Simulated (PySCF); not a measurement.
## Electronic structure of C4H11FOSi in real space

The calculation's input:

```
{"job": {"kind": "nmr", "xc": "PBE0", "basis": "pcSseg-1"}, "charge": 0, "multiplicity": 1}
C     -1.944488     0.674221     1.206058
C     -1.098570    -0.357316     0.467334
C     -1.669082    -0.671240    -0.910912
O      0.208867     0.163190     0.346525
Si     1.630199    -0.536908     0.087509
C      2.861759     0.883091    -0.025548
F      1.609395    -1.334114    -1.324891
H     -2.955583     0.301909     1.345591
H     -1.507247     0.886247     2.178204
H     -1.979491     1.597305     0.633362
H     -1.052816    -1.282885     1.057835
H     -2.672154    -1.078853    -0.817364
H     -1.036839    -1.394374    -1.418368
H     -1.707090     0.236717    -1.507919
H      1.939983    -1.602211     1.032465
H      3.877847     0.506982     0.030246
H      2.760348     1.417782    -0.965621
H      2.726204     1.596774     0.779558
```

Run with:

```sh
OMP_NUM_THREADS=1 python probes_run.py task.json out
```

Geometry: GFN2-xTB.

Level of theory: PBE0/pcSseg-1, SCF density, gas phase, non-relativistic (PySCF 2.14.0).

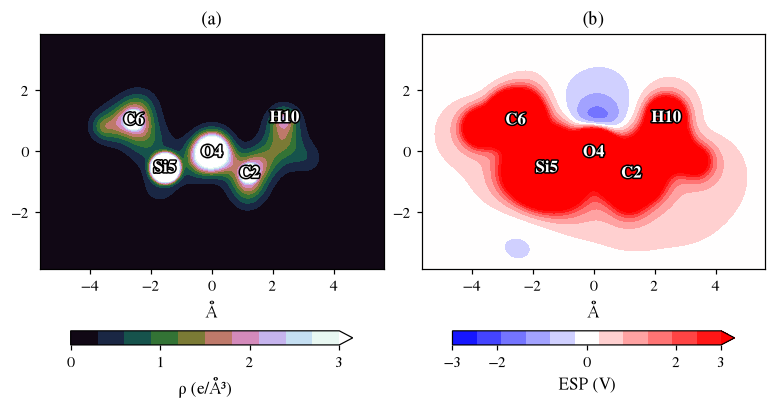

Figure 1. (a) total electron density; (b) electrostatic potential on the plane of atoms O4, Si5 and C6.

Interpret the plot.

The plane passes through C, O, Si and H nuclei.
C–O (1.41 Å): the density is about 2 e/Å³ at the midpoint, with its minimum of 1.7 e/Å³ about 0.5 Å from C.
Si–O (1.61 Å): the density is about 1.2 e/Å³ at the midpoint.
C–Si (1.88 Å): ρ is about 0.97 e/Å³ halfway.
Outside the dense part of the molecule the potential is most negative (−1.6 V) near O4.

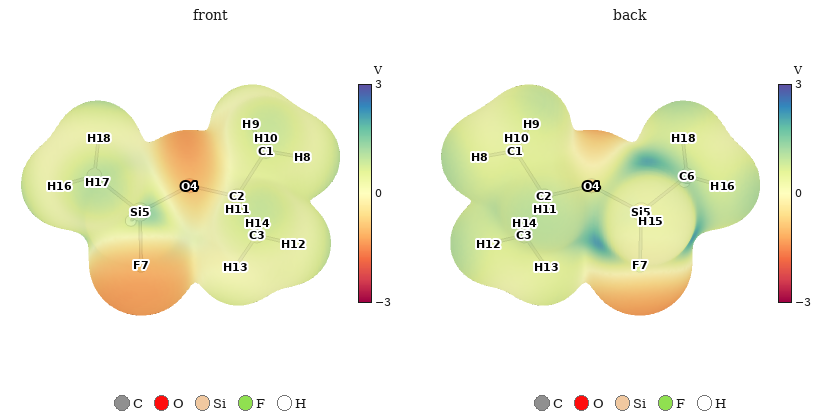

Figure 2. The electrostatic potential painted on the density surface at 0.004 e/bohr³, seen from the front and from behind; the colour scale runs from red (negative) to blue (positive).

Describe the electrostatic potential map.

The most negative region (about −1.3 V) lies over O4 and F7, the most positive (about +2.0 V) over Si5.
